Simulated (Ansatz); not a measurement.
Cost and result by functional for the adsorption energy of Cl on the 1x1 (0001) surface of hcp Ru, one in a 2x2 cell, started at the site 'hollow Ru-Ru-Ru', in Ansatz (plane waves, PAW). Single points on the PBE structure, on one kind of machine; costs are rough ratios of the slab run's core time (references not counted) to the cheapest single point. r2SCAN's cost holds its higher cutoff (500 against 420 eV). Differences are taken against r2SCAN for comparison alone: no measured value is at hand, so the table doesn't rank accuracy.

Set-up: 17 atoms, 6.3 Å thick at the start under the adsorbate (thin: gaps and levels are the slab's own); mesh 6x6x1; 0.1 eV smearing; dipole correction on; 8 atoms held, the rest relaxed; symmetry of the start imposed; no spin, no spin-orbit, no U, no dispersion correction. At the end it is bonded to 3 Ru. In PBE it is, or lies within 0.03 eV of, the lowest of the starts that converged. These notes are the PBE run's. Adsorption energies are against ½ Cl2(g). A negative adsorption energy means that the adsorbate is more stable on the surface than in its reference.

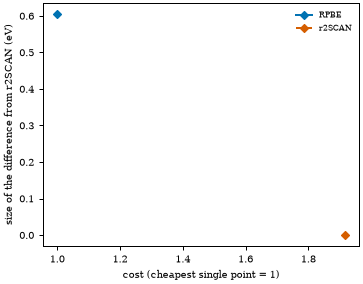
Figure. Difference from r2SCAN against cost

| functional | relative cost | adsorption energy (eV) | less r2SCAN (eV) |
|---|---|---|---|
| RPBE | 1 | -2.06 | 0.60 |
| r2SCAN | 2 | -2.66 | 0.00 |
| PBE (the relaxed run's value) | – | -2.32 | 0.34 |

The values span 0.60 eV, while the single points' costs differ by a factor of roughly 2. Differences are of unrounded values.

Ansatz is a first-principles code.
